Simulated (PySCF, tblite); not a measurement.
**C4H6N radical: geometry, infrared bands and EPR parameters**

Wanted: the infrared bands and EPR parameters of C4H6N radical (`C[CH]CC#N`), by calculation.

Computed with tblite 0.8.0 and PySCF 2.14.0, with density-fitted response routines of our own, on a single molecule in the gas phase. Atoms are numbered from 0 throughout.

## (1) Starting geometry

11 atoms, charge 0, multiplicity 2; geometry from: force field or distance geometry start.

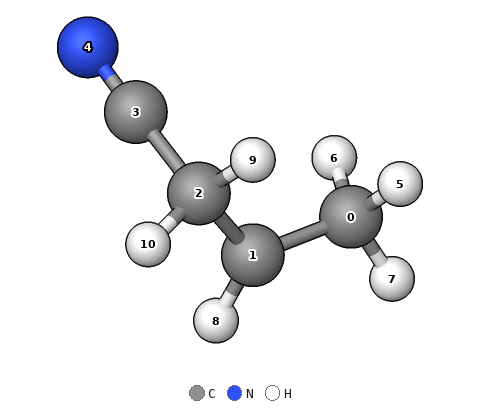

As it starts; carbon grey, nitrogen blue, hydrogen white, atoms numbered; sticks join atoms by distance.

## (2) Geometry optimisation with GFN2-xTB

The job: settings as JSON, then the geometry in Å.

```
{"job": {"kind": "relax", "xc": "GFN2-xTB", "basis": "xTB"}, "charge": 0, "multiplicity": 2}
C      1.492600     0.057400     0.208200
C      0.299600    -0.443200    -0.553400
C     -1.044800    -0.443000     0.087400
C     -1.673700     0.899600    -0.003800
N     -2.170300     1.938600    -0.044700
H      1.470700    -0.300200     1.239300
H      1.495500     1.156900     0.208900
H      2.413000    -0.285700    -0.258400
H      0.400500    -0.639700    -1.607400
H     -0.989500    -0.765500     1.132300
H     -1.688200    -1.172600    -0.434400
```

Command:

```bash
OMP_NUM_THREADS=1 python probes_run.py task.json out
```

This one command runs all jobs of the session in turn.

The log of the run:

```text
step      E/eV     max force
  0    -392.44558    1.269
  1    -392.46711    2.161
  2    -392.47808    1.148
  3    -392.49858    0.386
  4    -392.50504    0.200
  5    -392.50885    0.167
  6    -392.51069    0.144
  7    -392.51207    0.084
  8    -392.51276    0.068
  9    -392.51340    0.079
 10    -392.51427    0.099
 11    -392.51564    0.107
 12    -392.51733    0.125
 13    -392.51906    0.133
 14    -392.52066    0.120
 15    -392.52233    0.107
 16    -392.52396    0.112
 17    -392.52510    0.083
 18    -392.52570    0.056
 19    -392.52606    0.048
 20    -392.52635    0.041
 21    -392.52655    0.039
 22    -392.52667    0.034
 23    -392.52677    0.028
 24    -392.52688    0.024
 25    -392.52698    0.023
 26    -392.52703    0.016
 27    -392.52705    0.012
 28    -392.52706    0.012
 29    -392.52708    0.010
 30    -392.52709    0.007
```

Run time: 0.11 s. Hardware: 1 thread of Arm Neoverse V1, shared host.

Step by step:

| step | energy from step 0 (eV) | largest force (eV/Å) |
| --- | --- | --- |
| 0 | 0.0000 | 1.2694 |
| 1 | -0.0215 | 2.1610 |
| 2 | -0.0325 | 1.1475 |
| 3 | -0.0530 | 0.3862 |
| 4 | -0.0595 | 0.2004 |
| 5 | -0.0633 | 0.1671 |
| 6 | -0.0651 | 0.1441 |
| 7 | -0.0665 | 0.0843 |
| 8 | -0.0672 | 0.0680 |
| 9 | -0.0678 | 0.0794 |
| 10 | -0.0687 | 0.0988 |
| 11 | -0.0701 | 0.1074 |
| 12 | -0.0718 | 0.1250 |
| 13 | -0.0735 | 0.1332 |
| 14 | -0.0751 | 0.1199 |
| 15 | -0.0768 | 0.1072 |
| 16 | -0.0784 | 0.1119 |
| 17 | -0.0795 | 0.0827 |
| 18 | -0.0801 | 0.0562 |
| 19 | -0.0805 | 0.0478 |
| 20 | -0.0808 | 0.0411 |
| 21 | -0.0810 | 0.0387 |
| 22 | -0.0811 | 0.0337 |
| 23 | -0.0812 | 0.0284 |
| 24 | -0.0813 | 0.0236 |
| 25 | -0.0814 | 0.0228 |
| 26 | -0.0815 | 0.0164 |
| 27 | -0.0815 | 0.0123 |
| 28 | -0.0815 | 0.0116 |
| 29 | -0.0815 | 0.0102 |
| 30 | -0.0815 | 0.0073 |

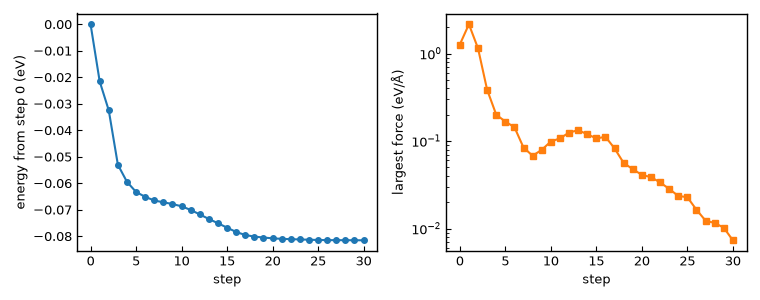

Energy and force, step by step.

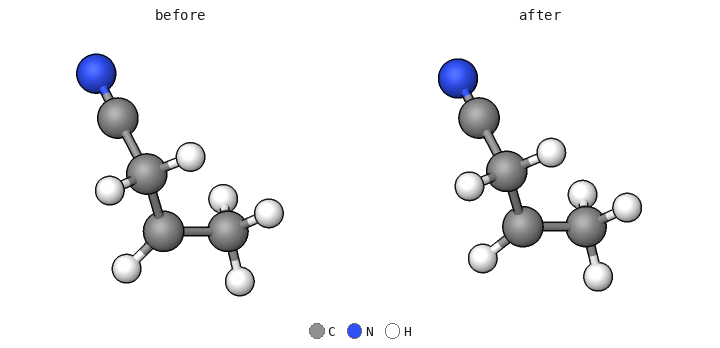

The geometry before (left) and after (right).

Close pairs (by a distance rule), those that changed most:

| bond | before (Å) | after (Å) | change (Å) |
| --- | --- | --- | --- |
| C2–C3 | 1.485 | 1.449 | -0.036 |
| C0–C1 | 1.501 | 1.476 | -0.026 |
| C2–H10 | 1.104 | 1.094 | -0.010 |
| C3–N4 | 1.152 | 1.144 | -0.008 |
| C1–C2 | 1.489 | 1.487 | -0.002 |
| C0–H7 | 1.087 | 1.089 | +0.002 |
| C0–H5 | 1.092 | 1.090 | -0.001 |
| C0–H6 | 1.100 | 1.098 | -0.001 |

The final coordinates are the input of the step that follows.

## (3) Vibrational analysis with GFN2-xTB

The job: settings as JSON, then the geometry in Å.

```
{"job": {"kind": "ir", "xc": "GFN2-xTB", "basis": "xTB"}, "charge": 0, "multiplicity": 2}
C      1.458425     0.060362     0.204325
C      0.285552    -0.436934    -0.540535
C     -1.053553    -0.502466     0.102294
C     -1.623992     0.825736    -0.003881
N     -1.997138     1.900728    -0.126003
H      1.435807    -0.269139     1.243560
H      1.487161     1.158405     0.216498
H      2.382924    -0.277870    -0.261324
H      0.331004    -0.482674    -1.615532
H     -0.983302    -0.766813     1.161923
H     -1.717462    -1.206665    -0.407289
```

The log of the run:

```text
mode    cm-1     km/mol
  1      64.5      3.76
  2      90.5      2.53
  3     174.9      1.98
  4     353.4      6.60
  5     381.6      0.79
  6     467.4     20.31
  7     524.6     15.87
  8     881.1      5.76
  9     932.3      2.06
 10     960.0      4.31
 11     990.8      1.94
 12    1064.2      7.25
 13    1169.6      8.76
 14    1180.9      4.16
 15    1227.4      8.71
 16    1327.7     31.29
 17    1394.2     13.12
 18    1410.0      5.28
 19    1464.2      4.07
 20    1469.6      6.19
 21    2385.8    270.04
 22    2874.7     14.57
 23    2943.3     14.75
 24    2949.4     14.35
 25    2997.6     24.78
 26    3016.9     25.23
 27    3110.2     35.75
```

It took 0.21 s on 1 thread of Arm Neoverse V1, shared host.

Which atoms move in the most intense modes:

| cm⁻¹ | km/mol | atoms |
| --- | --- | --- |
| 467 | 20.3 | H8 48 %, C3 23 %, C1 13 % |
| 525 | 15.9 | C3 43 %, C1 22 %, H8 18 % |
| 1328 | 31.3 | C1 43 %, H8 30 % |
| 2386 | 270.0 | C3 59 %, N4 40 % |
| 2943 | 14.8 | H9 93 % |
| 2998 | 24.8 | H5 90 % |
| 3017 | 25.2 | H7 90 % |
| 3110 | 35.8 | H8 92 % |

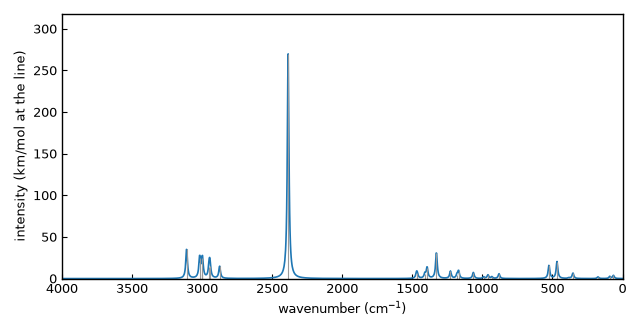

The infrared spectrum from these modes, unscaled. Lines are broadened to a width of 14 cm⁻¹ (Lorentzian).

## (4) EPR parameters: B3LYP/pcH-1

The job, as its differences from that of step 3:

```diff
@@ -1,2 +1,2 @@
-{"job": {"kind": "ir", "xc": "GFN2-xTB", "basis": "xTB"}, "charge": 0, "multiplicity": 2}
+{"job": {"kind": "epr", "basis": "pcH-1"}, "charge": 0, "multiplicity": 2}
 C      1.458425     0.060362     0.204325
```

Level: UKS B3LYP, pcH-1 on C H N, non-relativistic, mean-field spin-orbit, GIAO.

The log of the run:

```text
UKS, coarse grid
  cycle   1  E = -210.66893091  |g| = 3.51e-01
  cycle   2  E = -210.49986397  |g| = 7.19e-01
  cycle   3  E = -210.72609798  |g| = 1.14e-01
  cycle   4  E = -210.73186369  |g| = 3.21e-02
  cycle   5  E = -210.73235731  |g| = 7.52e-03
  cycle   6  E = -210.73238814  |g| = 2.29e-03
  cycle   7  E = -210.73239128  |g| = 7.50e-04
UKS, final grid
  cycle   1  E = -210.73239742  |g| = 7.06e-04
  cycle   2  E = -210.73239737  |g| = 7.99e-04
  cycle   3  E = -210.73239767  |g| = 1.14e-04
  cycle   4  E = -210.73239767  |g| = 9.35e-05
  cycle   5  E = -210.73239768  |g| = 3.15e-05
  cycle   6  E = -210.73239768  |g| = 6.66e-06
E = -210.73239768 Eh   <S^2> = 0.7538 (exact 0.7500)
g shifts (ppm)      1          2          3
  rmc          -149       -149       -149
  gc              2         30         24
  oz_so         -67        582        809
  total        -213        464        685
hyperfine (MHz)  atom isotope    a_iso     a_fc   dipolar eigenvalues
    0   13C     -31.81     -31.81     -2.47     -0.14      2.61
    1   13C     112.65     112.65    -81.91    -81.15    163.07
    2   13C     -24.70     -24.70     -2.19     -0.07      2.26
    3   13C      96.36      96.36     -5.11     -3.07      8.18
    4   14N       1.34       1.34     -2.25     -1.45      3.70
    5    1H      36.43      36.43     -4.78     -4.39      9.17
    6    1H     159.72     159.72     -5.38     -2.84      8.22
    7    1H      38.18      38.18     -4.95     -4.61      9.56
    8    1H     -59.52     -59.52    -38.41     -1.12     39.53
    9    1H      27.62      27.62     -5.06     -4.27      9.34
   10    1H      35.72      35.72     -5.27     -4.45      9.72
```

Run time: 25 s. Hardware: 1 thread of Arm Neoverse V1, shared host; peak memory 0.65 GiB.

Principal g values 2.00211, 2.00278, 2.00300; g(iso) = 2.00263, against 2.00232 for a free electron.

Hyperfine couplings; where a row names several nuclei, a(iso) is their mean (it holds for fast rotation or exchange) and the dipolar term the largest among them:

| nuclei | isotope | a(iso) (MHz) | a(iso) (G, at g = 2.0023) | largest dipolar term (MHz) |
| --- | --- | --- | --- | --- |
| C1 | 13C | 112.7 | 40.2 | 163.1 |
| C3 | 13C | 96.4 | 34.4 | 8.2 |
| H5, H6, H7 | 1H | 78.1 | 27.9 | 9.6 |
| H8 | 1H | -59.5 | -21.2 | 39.5 |
| C0 | 13C | -31.8 | -11.4 | 2.6 |
| H9, H10 | 1H | 31.7 | 11.3 | 9.7 |
| C2 | 13C | -24.7 | -8.8 | 2.3 |
| N4 | 14N | 1.3 | 0.5 | 3.7 |

Mulliken spin populations:

| atom | value (e) |
| --- | --- |
| C0 | -0.08 |
| C1 | 1.02 |
| C2 | -0.07 |
| C3 | 0.02 |
| N4 | 0.03 |
| H5 | 0.01 |
| H6 | 0.07 |
| H7 | 0.01 |
| H8 | -0.04 |
| H9 | 0.01 |
| H10 | 0.01 |

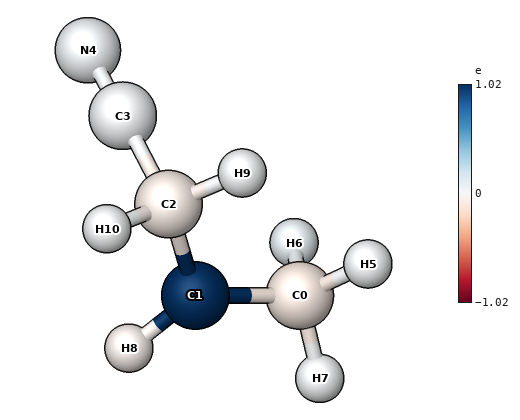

Mulliken spin populations, as colours on the atoms.

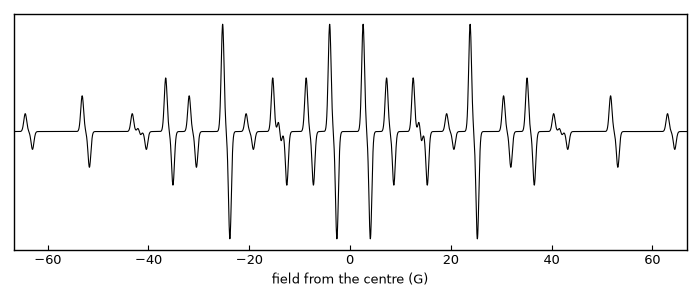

First-order isotropic spectrum (first derivative, main isotopes with spin only, couplings over 0.8 MHz, Gaussian width 0.3 G; couplings of the frozen geometry, rotation of groups not averaged beyond the rows shown).

The fields below are evaluated on a grid from the run's orbitals.

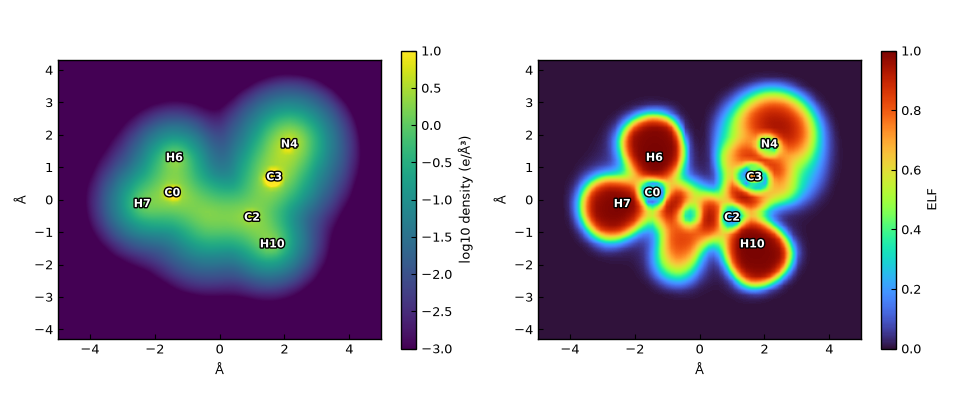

Density (left) and ELF (right) in a plane through or near 7 of the atoms.

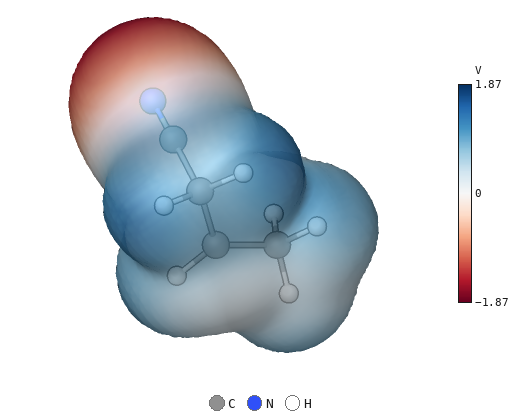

The potential that a unit positive charge feels on the 0.002 e/bohr³ surface, from -1.87 V near N4 to 1.32 V near H9.

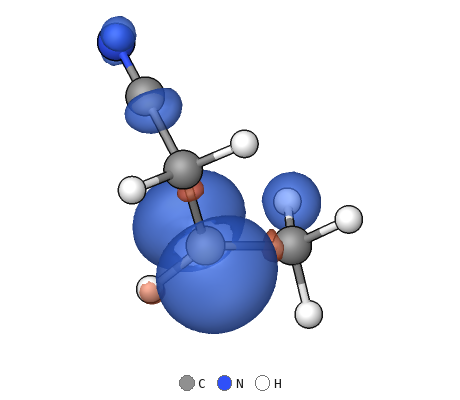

Spin density at ±0.04 e/Å³ (alpha excess blue, beta excess red).

## (5) Results

| quantity | value |
| --- | --- |
| strongest single infrared mode (GFN2-xTB) | 2386 cm⁻¹, 270 km/mol |
| zero-point energy (GFN2-xTB) | 54.0 kcal/mol |
| g(iso) (B3LYP) | 2.00263 |
| ⟨S²⟩ | 0.754 (exact 0.75) |
| largest a(iso) (averaged by class) | 13C on C1, 112.7 MHz |
| surface potential, least and greatest | -1.87 V and 1.32 V |

Over 30 steps the energy fell by 0.082 eV; of the close pairs, C2–C3 changed most, 1.485 to 1.449 Å. No mode is imaginary among the 27: a minimum at this level. The strongest single mode, at 2386 cm⁻¹, moves mainly C3 and N4. GFN2-xTB is a fitted tight-binding method: band positions and strengths are rough. Its intensities can rank the bands wrongly. C1 carries the largest spin population, 1.02 e. The isotropic g lies 0.3 ppt above the free-electron value.
